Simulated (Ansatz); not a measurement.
**BSiH2 (doublet): trial inputs and their diagnosis at scale of all distances = 2.430**

3 inputs are run for BSiH2 (doublet) as typed; the log has to tell whether the result can be used and what must change.

Method: the settings change from run to run; program: Ansatz 0.2.0, Gaussian basis.

14 further runs of the same task are left out: 1 for a mislabelled method, 9 that didn't finish, 4 set aside as unsound or not needed.

### Step 1. The system

The geometry derives from a PBE0/def2-TZVP stationary point (not a proven minimum). All distances are scaled together.

4 atoms, charge 0, spin multiplicity 2.

Atoms are counted from 1 here; the program's logs count them from 0.

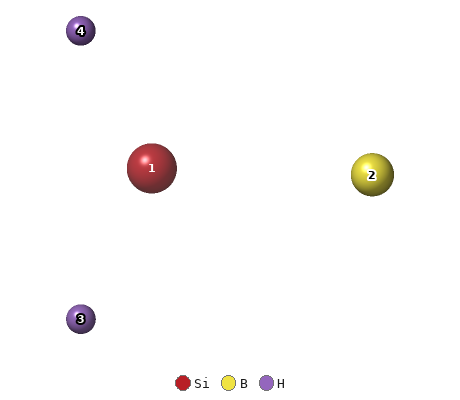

The geometry (silicon red, boron yellow, hydrogen purple); atoms are numbered from 1 in the order of the file.

### Step 2. Input 1

in.yaml

```yaml
crystal:
  periodic: [false, false, false]
  atoms:
    - {symbol: Si, position_ang: [-0.206553, 0.000001, 1.201119]}
    - {symbol: B, position_ang: [0.214989, -0.000003, -3.528011]}
    - {symbol: H, position_ang: [1.724750, -2.932616, 2.186285]}
    - {symbol: H, position_ang: [1.724753, 2.932619, 2.186280]}
basis:
  gaussian: {orbitals: "6-31G*"}
magnetization: {spin_polarized: false, initial_magnetization: 1}
correlation: {active_space: {window: {electrons: 3, orbitals: 2}, fixed_orbitals: true, states: [{multiplicity: 2, weights: [0.5, 1, 1]}], root: 2}}
```

The run is started by

```bash
$ ansatz run in.yaml --threads 1 --pin off --events-out ev --progress --plain --max-ram 2393MiB
```

Log:

```text
Functional definition: HF
  name "HF"
  cite "Fock, Z. Phys. 61, 126 (1930) doi:10.1007/BF01340294"
  parent pbe
  exchange = exact_x
  correlation = 0
591 factors; integrals over basis functions are off by at most 1.9e-7 eV
mean field evaluation 1: about -8541.9083 eV, gradient 1.7e1 eV
mean field evaluation 2: about -8541.9140 eV, gradient 1.7e1 eV
mean field evaluation 4: about -8539.4922 eV, gradient 2.7e1 eV
mean field evaluation 8: about -8546.6025 eV, gradient 1.0e0 eV
mean field evaluation 16: about -8546.6382 eV, gradient 1.9e-1 eV
mean field evaluation 32: about -8548.0013 eV, gradient 3.9e-6 eV
mean field evaluation 64: about -8547.7042 eV, gradient 2.1e-1 eV
mean field evaluation 96: about -8547.7076 eV, gradient 1.6e-4 eV
mean field evaluation 128: about -8547.7076 eV, gradient 3.8e-2 eV
mean field evaluation 160: about -8547.6369 eV, gradient 1.7e-1 eV
mean field evaluation 192: about -8547.6252 eV, gradient 1.1e-1 eV
mean field evaluation 224: about -8547.9563 eV, gradient 9.7e-1 eV
mean field evaluation 256: about -8548.0007 eV, gradient 1.7e-1 eV
mean field evaluation 288: about -8547.6406 eV, gradient 2.2e-1 eV
mean field evaluation 320: about -8544.6040 eV, gradient 5.6e0 eV
mean field evaluation 352: about -8545.0969 eV, gradient 1.8e-1 eV
mean field evaluation 384: about -8547.6173 eV, gradient 6.4e-3 eV
mean field evaluation 416: about -8546.6461 eV, gradient 8.6e-3 eV
mean field -8548.00132984 eV, -314.1332548280 hartree, gradient 3.9e-6 eV, S^2 0.750000; 20 other end points of the search recorded, 0 dependent functions left out
reference -8548.00132984 eV, -314.1332548280 hartree; 11, 10 occupied and 27, 28 virtual orbitals, 591 factors
Error: 3 states are sought, and the space of determinants holds 2 states of this symmetry and spin
```

It took 1.4 s on 1 thread of Intel Xeon 6975P-C, shared host.

Diagnosis: The run stopped with an error. It says: «3 states are sought, and the space of determinants holds 2 states of this symmetry and spin». Cure: ask for fewer states or enlarge the space.

### Step 3. Input 2

in.yaml

```yaml
crystal:
  periodic: [false, false, false]
  atoms:
    - {symbol: Si, position_ang: [-0.206553, 0.000001, 1.201119]}
    - {symbol: B, position_ang: [0.214989, -0.000003, -3.528011]}
    - {symbol: H, position_ang: [1.724750, -2.932616, 2.186285]}
    - {symbol: H, position_ang: [1.724753, 2.932619, 2.186280]}
basis:
  gaussian: {orbitals: cc-pVDZ}
magnetization: {spin_polarized: false, initial_magnetization: 1}
hamiltonian: {xc: pbe}
correlation: {method: sc_nevpt2, electrons: outside_noble_gas, active_space: {window: {electrons: 3, orbitals: 3}}}
accuracy: high
```

The command is unchanged.

Log:

```text
Error: invalid value for `correlation.active_space`: it starts from restricted Hartree–Fock orbitals; set hamiltonian.xc: hf without magnetization.spin_polarized
```

It took 0.03 s on 1 thread of Intel Xeon 6975P-C, shared host.

**Diagnosis.** The run was refused. An active space is asked on a functional's orbitals. Fix: start from Hartree-Fock.

### Step 4. Input 3

in.yaml

```yaml
crystal:
  periodic: [false, false, false]
  atoms:
    - {symbol: Si, position_ang: [-0.206553, 0.000001, 1.201119]}
    - {symbol: B, position_ang: [0.214989, -0.000003, -3.528011]}
    - {symbol: H, position_ang: [1.724750, -2.932616, 2.186285]}
    - {symbol: H, position_ang: [1.724753, 2.932619, 2.186280]}
basis:
  gaussian: {orbitals: "6-31++G**", fitting: {mean_field: def2-universal-jkfit}}
magnetization: {spin_polarized: false, initial_magnetization: 1}
correlation: {active_space: {ras: {orbitals: [4, 1, 43], electrons: 6, max_holes: 2, max_particles: 2}, fixed_orbitals: true}}
output: {forces: true}
```

The command is unchanged.

Log:

```text
Functional definition: HF
  name "HF"
  cite "Fock, Z. Phys. 61, 126 (1930) doi:10.1007/BF01340294"
  parent pbe
  exchange = exact_x
  correlation = 0
239 factors; integrals over basis functions are off by at most 4.7e-1 eV
mean field evaluation 1: about -8543.7844 eV, gradient 1.6e1 eV
mean field evaluation 2: about -8508.9612 eV, gradient 4.7e1 eV
mean field evaluation 4: about -8546.4152 eV, gradient 5.8e0 eV
mean field evaluation 8: about -8547.3494 eV, gradient 6.3e-1 eV
mean field evaluation 16: about -8547.3663 eV, gradient 8.1e-2 eV
mean field evaluation 32: about -8548.6916 eV, gradient 3.1e-2 eV
mean field evaluation 64: about -8548.3392 eV, gradient 1.1e0 eV
mean field evaluation 96: about -8548.6882 eV, gradient 3.3e-1 eV
mean field evaluation 128: about -8545.6273 eV, gradient 5.8e0 eV
mean field evaluation 160: about -8545.8148 eV, gradient 1.9e0 eV
mean field evaluation 192: about -8546.9464 eV, gradient 3.1e0 eV
mean field -8548.69164075 eV, -314.1586232862 hartree, gradient 2.5e-6 eV, S^2 0.750000; 17 other end points of the search recorded, 0 dependent functions left out
reference -8548.69164075 eV, -314.1586232862 hartree; 11, 10 occupied and 43, 44 virtual orbitals, 239 factors
Error: 6 electrons in 48 orbitals form no window around the highest filled level of the reference
```

Wall time 1.5 s (1 thread of Intel Xeon 6975P-C, shared host).

Diagnosis: The run stopped with an error. The electron count of the restricted space is wrong. Cure: count the correlated electrons again.

### Step 5. Summary

```csv
input,level,ended,cause,time
1,"CASCI(3,2)/6-31G*",stopped by an error,"3 states are sought, and the space of determinants holds 2 states of this symmetry and spin",1.4 s
2,"NEVPT2(3,3)/cc-pVDZ",refused,an active space is asked on a functional's orbitals,0.03 s
3,CISD/6-31++G**,stopped by an error,the electron count of the restricted space is wrong,1.5 s
```

2 stopped by an error, 1 refused.
